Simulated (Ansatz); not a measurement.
## Electronic structure of F3HHfO···HBr in real space

```xyz
8

Hf   -0.1234    0.1152   -0.0377
O    -0.1282    0.0267    1.9875
H    -0.8055    0.0683    2.6873
F     1.6661    0.3619   -0.6772
F    -1.1264    1.6536   -0.5663
F    -1.0137   -1.3759   -0.8494
Br    1.8032   -2.8853    1.5371
H     1.1329   -1.7576    2.2865
```

Core potentials replace the inner electrons of Hf; not at a stationary point (largest force 1.3 eV/Å).

Theory: Ansatz, RKS PBE-D4/def2-SVP.

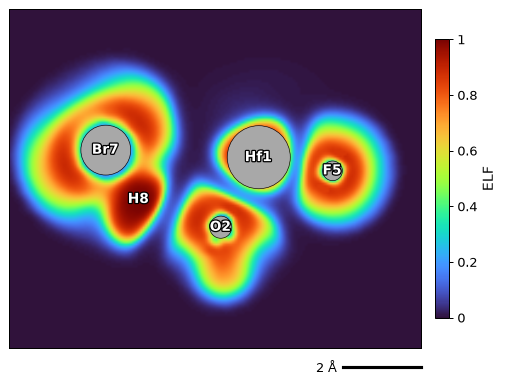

Figure 1. ELF on the plane of atoms O2, Hf1 and F5. Grey discs cover the atomic cores.

Read the bonding off the picture.

Answer. Atoms in the plane: Hf, O, F, Br and H.
O2···H8 (2.21 Å): the ELF dips to about 0.10 between them.
Hf–F (1.91 Å): the ELF peaks at about 0.85 in the valence shell of F, 0.5 Å from its nucleus, and drops to about 0.20 between the two atoms.
Hf–O (2.03 Å): the ELF peaks at about 0.85 in the valence shell of O, 0.6 Å from its nucleus, and drops to about 0.20 between the two atoms.
Br–H (1.51 Å): the ELF climbs to about 1 towards the hydrogen, as it does in any bond to H.
The ELF also peaks beside Br7, away from the bonds: lone-pair regions.

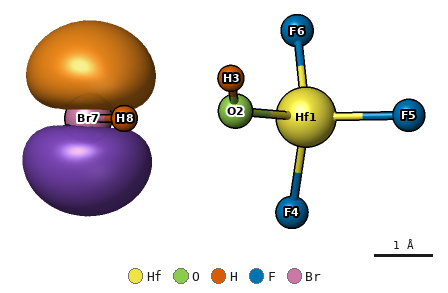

Figure 2. One frontier orbital at ±0.15 Å⁻³ᐟ² (orange and purple are the two phases), seen from one side.

Which orbital is it: HOMO or LUMO?

Answer. The HOMO, at −7.21 eV. Its weight (Hirshfeld) is mainly on Br7 (about 95 %); largely a lone pair of Br7.

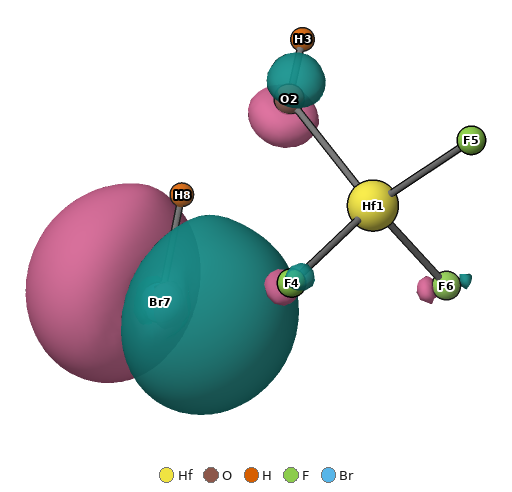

Figure 3. The HOMO−1 at ±0.1 Å⁻³ᐟ² (teal and pink are the two phases), seen at an oblique angle.

What is the character of this orbital?

Answer. Its weight (Hirshfeld) is mainly on Br7 (about 90 %); largely a lone pair of Br7. Its energy is −7.33 eV.
